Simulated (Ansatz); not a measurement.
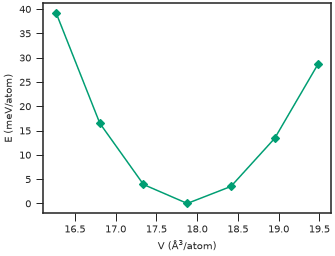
MgS (rock salt, Fm-3m) under volume change, DFT-PBE in the program Ansatz with PAW potentials, scaled uniformly.

**Question.** What does a third-order Birch–Murnaghan fit give for V₀, B₀ and B′?

**Answer.** V₀ = 17.88 Å³/atom, B₀ = 73.9 GPa, B′ = 4.1.

Symmetry was held in the PBE relaxation; phonons on a q-mesh show no instability.

Potentials: the later of the program's two PAW sets.
